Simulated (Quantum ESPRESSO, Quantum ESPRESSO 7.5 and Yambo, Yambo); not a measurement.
## Quasiparticle gap of KBr (Fm-3m) in Yambo

Wanted: ground state, empty states, screening and self-energy for KBr (Fm-3m).

Main program and level: Quantum ESPRESSO 7.5 and Yambo 5.3.0; PBE and many-body steps on it, plane waves.

### Step 1. Starting point

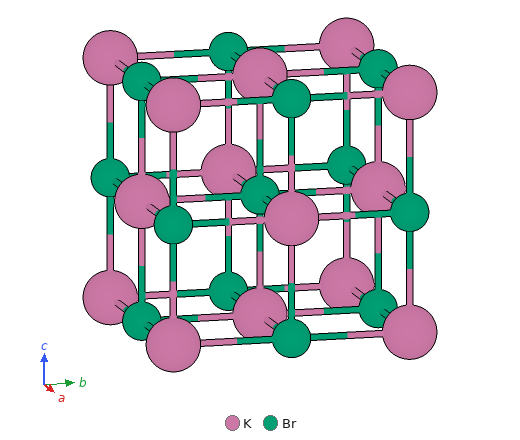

The starting structure, seen slightly off an axis (potassium pink, bromine teal). This picture shows the conventional cell, with its axes. Some periodic images of atoms are drawn too.

The cell and positions come from the Crystallography Open Database and are kept as given unless a step says otherwise.

### Step 2. Ground state

This step: Quantum ESPRESSO 7.5; DFT, PBE, plane waves, norm-conserving pseudopotentials.

The ground-state density comes first.

Input file pw.in:

```
&control
  calculation = 'scf'
  prefix = 'x'
  outdir = 'o'
  pseudo_dir = 'pseudo'
/
&system
  ibrav = 0
  nat = 2
  ntyp = 2
  ecutwfc = 76.0
  nbnd = 18
  force_symmorphic = .true.
/
&electrons
  conv_thr = 1e-10
  electron_maxstep = 80
  mixing_beta = 0.5
/
ATOMIC_SPECIES
  K 39.098 K.upf
  Br 79.904 Br.upf
CELL_PARAMETERS angstrom
  0.0000000000 3.3000000000 3.3000000000
  3.3000000000 0.0000000000 3.3000000000
  3.3000000000 3.3000000000 0.0000000000
ATOMIC_POSITIONS crystal
  K 0.0000000000 0.0000000000 0.0000000000
  Br 0.5000000000 0.5000000000 0.5000000000
K_POINTS automatic
  6 6 6 0 0 0
```

Launch:

```sh
$ OMP_NUM_THREADS=1 mpirun -n 4 pw.x -nk 4 -in pw.in > pw.out
```

The log of the run:

```text
Program PWSCF v.7.5 starts

     This program is part of the open-source Quantum ESPRESSO suite
     for quantum simulation of materials; please cite
         "P. Giannozzi et al., J. Phys.:Condens. Matter 21 395502 (2009);
         "P. Giannozzi et al., J. Phys.:Condens. Matter 29 465901 (2017);
         "P. Giannozzi et al., J. Chem. Phys. 152 154105 (2020);
     in publications or presentations arising from this work. More details at
     Message from routine setup:
     using ibrav=0 with symmetry is DISCOURAGED, use correct ibrav instead

     G-vector sticks info

     bravais-lattice index     =            0
     lattice parameter (alat)  =       8.8192  a.u.
     unit-cell volume          =     485.0298 (a.u.)^3
     number of atoms/cell      =            2
     number of atomic types    =            2
     number of electrons       =        26.00
     number of Kohn-Sham states=           18
     kinetic-energy cutoff     =      76.0000  Ry
     charge density cutoff     =     304.0000  Ry
     scf convergence threshold =      1.0E-10
     mixing beta               =       0.5000
     number of iterations used =            8  plain     mixing
     Exchange-correlation= PBE
                           (   1   4   3   4   0   0   0)

     celldm(1)=   8.819172  celldm(2)=   0.000000  celldm(3)=   0.000000
     celldm(4)=   0.000000  celldm(5)=   0.000000  celldm(6)=   0.000000

     crystal axes: (cart. coord. in units of alat)
               a(1) = (   0.000000   0.707107   0.707107 )
               a(2) = (   0.707107   0.000000   0.707107 )
               a(3) = (   0.707107   0.707107   0.000000 )

     reciprocal axes: (cart. coord. in units 2 pi/alat)
               b(1) = ( -0.707107  0.707107  0.707107 )
               b(2) = (  0.707107 -0.707107  0.707107 )
               b(3) = (  0.707107  0.707107 -0.707107 )
     Pseudo is Norm-conserving + core correction, Zval =  9.0
     Generated using ONCVPSP code by D. R. Hamann
     Using radial grid of 2222 points,  6 beta functions with:
     Pseudo is Norm-conserving + core correction, Zval = 17.0
     Generated using ONCVPSP code by D. R. Hamann
     Using radial grid of 1098 points,  6 beta functions with:
     K                 9.00    39.09800     K ( 1.00)
     Br               17.00    79.90400     Br( 1.00)

     48 Sym. Ops., with inversion, found

   Cartesian axes

     site n.     atom                  positions (alat units)
         1        K      tau(   1) = (   0.0000000   0.0000000   0.0000000  )
         2        Br     tau(   2) = (   0.7071068   0.7071068   0.7071068  )

     number of k points=    16
                       cart. coord. in units 2pi/alat
        k(    1) = (   0.0000000   0.0000000   0.0000000), wk =   0.0092593
        k(    2) = (   0.1178511   0.1178511  -0.1178511), wk =   0.0740741
        k(    3) = (   0.2357023   0.2357023  -0.2357023), wk =   0.0740741
        k(    4) = (  -0.3535534  -0.3535534   0.3535534), wk =   0.0370370
        k(    5) = (   0.2357023   0.0000000  -0.0000000), wk =   0.0555556
        k(    6) = (   0.3535534   0.1178511  -0.1178511), wk =   0.2222222
        k(    7) = (  -0.2357023  -0.4714045   0.4714045), wk =   0.2222222
        k(    8) = (  -0.1178511  -0.3535534   0.3535534), wk =   0.2222222
        k(    9) = (   0.0000000  -0.2357023   0.2357023), wk =   0.1111111
        k(   10) = (   0.4714045   0.0000000  -0.0000000), wk =   0.0555556
     [... 4 further rows ...]
        k(   15) = (  -0.1178511  -0.3535534   0.5892557), wk =   0.2222222
        k(   16) = (  -0.7071068   0.2357023   0.0000000), wk =   0.1111111

     Dense  grid:    43599 G-vectors     FFT dimensions: (  50,  50,  50)

     Initial potential from superposition of free atoms

     starting charge      25.9807, renormalised to      26.0000
     Starting wfcs are   14 randomized atomic wfcs +    4 random wfcs

     per-process dynamical memory:    36.9 Mb

     Self-consistent Calculation

     iteration #  1     ecut=    76.00 Ry     beta= 0.50

     Threshold (ethr) on eigenvalues was too large:
     Diagonalizing with lowered threshold

     total energy              =    -331.11329278 Ry
     estimated scf accuracy    <       0.04170648 Ry

     iteration #  2     ecut=    76.00 Ry     beta= 0.50

     total energy              =    -331.12118008 Ry
     estimated scf accuracy    <       0.00243824 Ry

     iteration #  3     ecut=    76.00 Ry     beta= 0.50

     total energy              =    -331.12168411 Ry
     estimated scf accuracy    <       0.00053538 Ry

     iteration #  4     ecut=    76.00 Ry     beta= 0.50

     total energy              =    -331.12177003 Ry
     estimated scf accuracy    <       0.00002068 Ry

     iteration #  5     ecut=    76.00 Ry     beta= 0.50

     total energy              =    -331.12177779 Ry
     estimated scf accuracy    <       0.00000444 Ry

     iteration #  6     ecut=    76.00 Ry     beta= 0.50

     total energy              =    -331.12177894 Ry
     estimated scf accuracy    <       0.00000002 Ry

     iteration #  7     ecut=    76.00 Ry     beta= 0.50

     total energy              =    -331.12177898 Ry
     estimated scf accuracy    <          2.6E-09 Ry

     iteration #  8     ecut=    76.00 Ry     beta= 0.50

     total energy              =    -331.12177898 Ry
     estimated scf accuracy    <          3.7E-10 Ry

     iteration #  9     ecut=    76.00 Ry     beta= 0.50

     total energy              =    -331.12177898 Ry
     estimated scf accuracy    <          1.1E-10 Ry

     iteration # 10     ecut=    76.00 Ry     beta= 0.50

     End of self-consistent calculation

          k = 0.0000 0.0000 0.0000 (  5521 PWs)   bands (ev):

   -56.1051 -56.1051 -56.1030 -56.1030 -56.1030 -25.6928 -10.2110  -9.1698
    -9.1698  -9.1698   2.0853   2.0853   2.0853   6.5214   9.6944   9.6944
     9.6944  10.5130

          k = 0.1179 0.1179-0.1179 (  5444 PWs)   bands (ev):

   -56.1051 -56.1051 -56.1030 -56.1030 -56.1030 -25.6914 -10.2618  -9.1712
    -9.1712  -9.1016   1.7204   1.9968   1.9968   7.1770   9.5543  10.0172
    10.0172  10.8674

          k = 0.2357 0.2357-0.2357 (  5429 PWs)   bands (ev):

   -56.1051 -56.1051 -56.1030 -56.1030 -56.1030 -25.6886 -10.3489  -9.1739
    -9.1739  -8.9790   1.1485   1.8306   1.8306   8.2855   9.8060  10.8789
    10.8789  11.7584

          k =-0.3536-0.3536 0.3536 (  5444 PWs)   bands (ev):

     [... further k-points ...]

     highest occupied, lowest unoccupied level (ev):     2.0853    6.5214

!    total energy              =    -331.12177898 Ry
     estimated scf accuracy    <          3.8E-12 Ry

     The total energy is the sum of the following terms:
     one-electron contribution =    -219.69576738 Ry
     hartree contribution      =     108.73966860 Ry
     xc contribution           =     -57.41504571 Ry
     ewald contribution        =    -162.75063449 Ry

     convergence has been achieved in  10 iterations

     XML data file, charge density, pseudopotentials, collected wavefunctions

=------------------------------------------------------------------------------=
   JOB DONE.
=------------------------------------------------------------------------------=
```

Wall time 8 s (4 MPI ranks of Arm Neoverse V2, shared host); peak memory 0.31 GiB; 32 s of CPU time.

Numbers from this step:

* total energy: -4505.1413 eV
* gap: 4.436 eV
* k of the valence top: 0, 0, 0
* k of the conduction bottom: 0, 0, 0
* least direct gap: 4.436 eV

The gap is direct, at Γ.

### Step 3. Bands along the symmetry lines

The cheap functional maps the bands first; the places of the edges decide which points the dearer methods must see.

Input file pw.in:

```
&control
  calculation = 'bands'
  prefix = 'x'
  outdir = 'o'
  pseudo_dir = 'pseudo'
/
&system
  ibrav = 0
  nat = 2
  ntyp = 2
  ecutwfc = 76.0
  nbnd = 19
  force_symmorphic = .true.
/
&electrons
  conv_thr = 1e-9
  electron_maxstep = 80
  diago_full_acc = .true.
  diago_thr_init = 5e-6
/
ATOMIC_SPECIES
  K 39.098 K.upf
  Br 79.904 Br.upf
CELL_PARAMETERS angstrom
  0.0000000000 3.3000000000 3.3000000000
  3.3000000000 0.0000000000 3.3000000000
  3.3000000000 3.3000000000 0.0000000000
ATOMIC_POSITIONS crystal
  K 0.0000000000 0.0000000000 0.0000000000
  Br 0.5000000000 0.5000000000 0.5000000000
K_POINTS crystal
  50
  0.00000000 0.00000000 0.00000000 1
  0.06250000 0.00000000 0.06250000 1
  0.12500000 0.00000000 0.12500000 1
  0.18750000 0.00000000 0.18750000 1
  0.25000000 0.00000000 0.25000000 1
  0.31250000 0.00000000 0.31250000 1
  0.37500000 0.00000000 0.37500000 1
  0.43750000 0.00000000 0.43750000 1
  0.50000000 0.00000000 0.50000000 1
  0.51562500 0.03125000 0.51562500 1
  0.53125000 0.06250000 0.53125000 1
  0.54687500 0.09375000 0.54687500 1
  0.56250000 0.12500000 0.56250000 1
  0.57812500 0.15625000 0.57812500 1
  0.59375000 0.18750000 0.59375000 1
  0.60937500 0.21875000 0.60937500 1
  0.62500000 0.25000000 0.62500000 1
  0.37500000 0.37500000 0.75000000 1
  0.32812500 0.32812500 0.65625000 1
  0.28125000 0.28125000 0.56250000 1
  0.23437500 0.23437500 0.46875000 1
  0.18750000 0.18750000 0.37500000 1
  0.14062500 0.14062500 0.28125000 1
  0.09375000 0.09375000 0.18750000 1
  0.04687500 0.04687500 0.09375000 1
  0.00000000 0.00000000 0.00000000 1
  0.06250000 0.06250000 0.06250000 1
  0.12500000 0.12500000 0.12500000 1
  0.18750000 0.18750000 0.18750000 1
  0.25000000 0.25000000 0.25000000 1
  0.31250000 0.31250000 0.31250000 1
  0.37500000 0.37500000 0.37500000 1
  0.43750000 0.43750000 0.43750000 1
  0.50000000 0.50000000 0.50000000 1
  0.50000000 0.46875000 0.53125000 1
  0.50000000 0.43750000 0.56250000 1
  0.50000000 0.40625000 0.59375000 1
  0.50000000 0.37500000 0.62500000 1
  0.50000000 0.34375000 0.65625000 1
  0.50000000 0.31250000 0.68750000 1
  0.50000000 0.28125000 0.71875000 1
  0.50000000 0.25000000 0.75000000 1
  0.50000000 0.21875000 0.71875000 1
  0.50000000 0.18750000 0.68750000 1
  0.50000000 0.15625000 0.65625000 1
  0.50000000 0.12500000 0.62500000 1
  0.50000000 0.09375000 0.59375000 1
  0.50000000 0.06250000 0.56250000 1
  0.50000000 0.03125000 0.53125000 1
  0.50000000 0.00000000 0.50000000 1
```

The log of the run:

```text
[banner, memory and clock lines left out]
Program PWSCF v.7.5 starts

     Atomic positions and unit cell read from directory:
     o/x.save/

     Message from routine setup:
     using ibrav=0 with symmetry is DISCOURAGED, use correct ibrav instead

     G-vector sticks info

     bravais-lattice index     =            0
     lattice parameter (alat)  =       8.8192  a.u.
     unit-cell volume          =     485.0298 (a.u.)^3
     number of atoms/cell      =            2
     number of atomic types    =            2
     number of electrons       =        26.00
     number of Kohn-Sham states=           19
     kinetic-energy cutoff     =      76.0000  Ry
     charge density cutoff     =     304.0000  Ry
     Exchange-correlation= PBE
                           (   1   4   3   4   0   0   0)

     celldm(1)=   8.819172  celldm(2)=   0.000000  celldm(3)=   0.000000
     celldm(4)=   0.000000  celldm(5)=   0.000000  celldm(6)=   0.000000

     crystal axes: (cart. coord. in units of alat)
               a(1) = (   0.000000   0.707107   0.707107 )
               a(2) = (   0.707107   0.000000   0.707107 )
               a(3) = (   0.707107   0.707107   0.000000 )

     reciprocal axes: (cart. coord. in units 2 pi/alat)
               b(1) = ( -0.707107  0.707107  0.707107 )
               b(2) = (  0.707107 -0.707107  0.707107 )
               b(3) = (  0.707107  0.707107 -0.707107 )
     Pseudo is Norm-conserving + core correction, Zval =  9.0
     Generated using ONCVPSP code by D. R. Hamann
     Using radial grid of 2222 points,  6 beta functions with:
     Pseudo is Norm-conserving + core correction, Zval = 17.0
     Generated using ONCVPSP code by D. R. Hamann
     Using radial grid of 1098 points,  6 beta functions with:
     K                 9.00    39.09800     K ( 1.00)
     Br               17.00    79.90400     Br( 1.00)

     48 Sym. Ops., with inversion, found

   Cartesian axes

     site n.     atom                  positions (alat units)
         1        K      tau(   1) = (   0.0000000   0.0000000   0.0000000  )
         2        Br     tau(   2) = (   0.7071068   0.7071068   0.7071068  )

     number of k points=    50
                       cart. coord. in units 2pi/alat
        k(    1) = (   0.0000000   0.0000000   0.0000000), wk =   0.0400000
        k(    2) = (   0.0000000   0.0883883   0.0000000), wk =   0.0400000
        k(    3) = (   0.0000000   0.1767767   0.0000000), wk =   0.0400000
[...]
[... 38 further rows ...]
        k(   49) = (   0.0441942   0.7071068   0.0000000), wk =   0.0400000
        k(   50) = (   0.0000000   0.7071068   0.0000000), wk =   0.0400000

     Dense  grid:    43599 G-vectors     FFT dimensions: (  50,  50,  50)

     The potential is recalculated from file :
     o/x.save/charge-density

     Starting wfcs are   14 randomized atomic wfcs +    5 random wfcs

     Band Structure Calculation

     End of band structure calculation

          k = 0.0000 0.0000 0.0000 (  5521 PWs)   bands (ev):

   -56.1051 -56.1051 -56.1029 -56.1029 -56.1029 -25.6928 -10.2110  -9.1698
    -9.1698  -9.1698   2.0853   2.0853   2.0853   6.5214   9.6944   9.6944
     9.6944  10.5130  10.5130

          k = 0.0000 0.0884 0.0000 (  5433 PWs)   bands (ev):

   -56.1051 -56.1051 -56.1029 -56.1029 -56.1029 -25.6925 -10.2212  -9.1711
[...]
9.7935  10.5420  10.6191

          k = 0.0000 0.1768 0.0000 (  5425 PWs)   bands (ev):

[...]
10.0832  10.6267  10.9182

          k =-0.0000 0.2652 0.0000 (  5413 PWs)   bands (ev):

[...]
k = 0.0000 0.4419-0.0000 (  5437 PWs)   bands (ev):

[...]
k =-0.0000 0.5303 0.0000 (  5446 PWs)   bands (ev):

[...]
k = 0.0000 0.6187-0.0000 (  5430 PWs)   bands (ev):

[...]
k = 0.4640 0.4640-0.0000 (  5404 PWs)   bands (ev):

[...]
k = 0.3315 0.3315-0.0000 (  5416 PWs)   bands (ev):

[...]
k = 0.3094 0.7071-0.0000 (  5428 PWs)   bands (ev):

[...]
k = 0.2210 0.7071-0.0000 (  5428 PWs)   bands (ev):

[...]
k = 0.1768 0.7071-0.0000 (  5418 PWs)   bands (ev):

[...]
k = 0.0442 0.7071 0.0000 (  5432 PWs)   bands (ev):

[...]
11.5282  11.7231  12.8320

          k = 0.0000 0.7071 0.0000 (  5434 PWs)   bands (ev):

   -56.1051 -56.1051 -56.1030 -56.1029 -56.1029 -25.6856 -10.1138  -9.2601
    -9.2057  -9.2057   1.2739   1.8005   1.8005   7.9565   9.2889  11.4404
    11.5903  11.7409  12.7997

     XML data file, pseudopotentials, collected wavefunctions
```

The job ended after 8 s (4 MPI ranks; peak memory 0.26 GiB; 32 s of CPU time).

This step gave:

```
gap                        : 4.436 eV
k of the valence top       : 0, 0, 0
k of the conduction bottom : 0, 0, 0
least direct gap           : 4.436 eV
```

The gap is 4.436 eV, as in the run before at this level.

Electronic bands along the path, in eV, zero at the top of the highest filled band:

```
    point  band 10  band 11  band 12  band 13  band 14  band 15  band 16  band 17
        Γ   -11.26     0.00     0.00     0.00     4.44     7.61     7.61     7.61
        X   -11.29    -0.81    -0.28    -0.28     5.87     7.20     9.36     9.51
        U   -11.18    -0.69    -0.64    -0.33     6.60     8.16     8.46     9.16
jump to K   -11.18    -0.69    -0.64    -0.33     6.60     8.16     8.46     9.16
        Γ   -11.26     0.00     0.00     0.00     4.44     7.61     7.61     7.61
        L   -11.01    -1.18    -0.33    -0.33     6.59     8.23     9.74     9.74
        W   -11.16    -0.59    -0.59    -0.54     7.39     7.39     8.26     9.00
        X   -11.29    -0.81    -0.28    -0.28     5.87     7.20     9.36     9.51
```

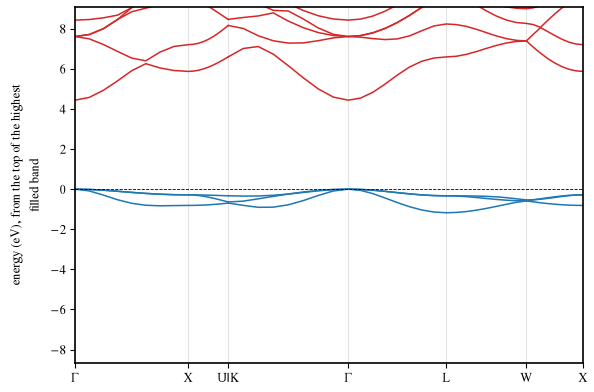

Electronic bands along the path; lines of filled and empty bands in two colours.

[end of part 1 of 2]

[Paths, hosts, dates, memory and timing lines, banners, echoed tables and standing remarks are left out of the program output.]

[Logs are printed without paths, hosts, clocks, repeated set-up lines and the standing remarks that a program may print on its own settings, such as how far it seeks lower states.]

[Runs of the session that timed out or met a known fault of the program may be left out.]

[Hosts, paths, dates, database ids (printed as entryN), source tags and the programs' standing remarks are cut or masked in the printed files.]
